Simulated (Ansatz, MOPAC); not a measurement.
Bond stretch in LiNa, singlet.

Levels of theory: UMP2 = MP2 on UHF/def2-TZVP, frozen core run with Ansatz (an electronic-structure program); RKS-CAM-B3LYP = restricted CAM-B3LYP/def2-TZVP run with Ansatz; RHF/def2-TZVP (Ansatz); PM3, restricted, heats of formation (MOPAC).

Energies are in kJ/mol, each relative to the lowest point of its own curve near equilibrium.

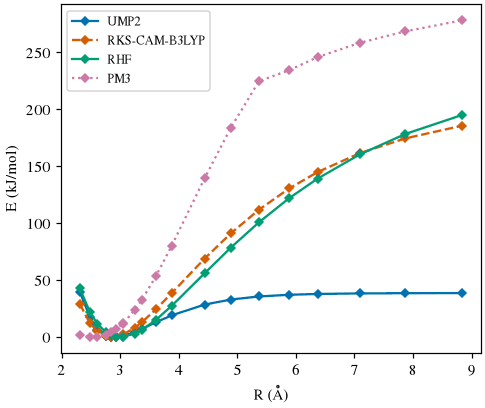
Figure: Energy against bond length for each method.

```csv
R / Å,UMP2,RKS-CAM-B3LYP,RHF,PM3
2.31,39.7,29.0,42.8,1.8
2.48,17.9,12.4,22.0,0.0
2.61,6.4,4.9,11.5,0.0
2.76,1.1,0.7,4.0,1.9
2.85,0.1,0.0,1.5,4.1
2.93,0.0,0.3,0.3,6.7
3.04,0.8,2.0,0.0,11.5
3.05,0.9,2.2,0.0,11.9
3.25,4.4,8.1,2.9,23.8
3.37,7.1,12.9,6.2,32.7
3.61,12.9,24.2,15.0,53.4
3.88,19.0,38.5,27.3,80.2
4.44,28.4,68.8,55.9,139.3
4.89,32.9,91.1,78.5,183.9
5.37,35.6,111.8,100.8,224.8
5.89,37.1,130.6,122.1,234.4
6.37,37.8,144.8,139.1,245.9
7.09,38.2,161.4,160.3,258.4
7.87,38.4,174.5,178.3,268.5
8.84,38.5,185.6,195.1,278.2
```

At the longest distance, 8.84 Å, PM3 lies highest above its minimum (278.2 kJ/mol) and UMP2 lowest (38.5 kJ/mol).

The unrestricted determinant behind UMP2 is spin-contaminated at 2.31 to 8.84 Å (<S²> up to 1.0, against 0.00 for a pure singlet). The restricted form behind RKS-CAM-B3LYP, RHF, PM3 keeps the bonding electrons paired and can't separate into open-shell fragments.
